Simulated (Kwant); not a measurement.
Model system: wire with an antidot in a In0.53Ga0.47As two-dimensional gas. Effective mass 0.041 mₑ, grid spacing 3.3 nm, hard walls, nominal width 100 nm (31 grid rows, so walls 105.6 nm apart), one parabolic valley, scattering region 300 nm long along x; energies count from the band bottom; Fermi energy swept from 0.00045857 to 0.05213 eV. Hard-wall hole of radius 18 nm, 0 nm off the axis.

The device is made up for the run: typed textbook-type constants, with dimensions and the other settings drawn at random.

Computed with Kwant: effective-mass tight-binding model on a square grid, one spin, coherent transport at 0 K. Conductance is in e²/h.

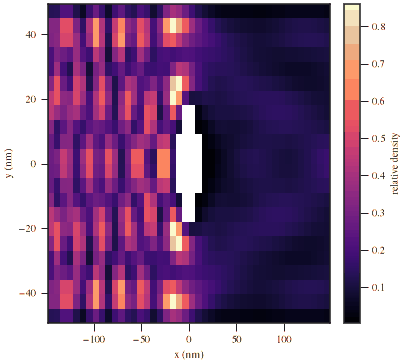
Figure: Density of the scattering states that come in from the left lead, at energy = 0.026669 eV, in bins, relative to the largest site value

The conductance there is 2.65 e²/h with 5 open channel(s) in the leads.
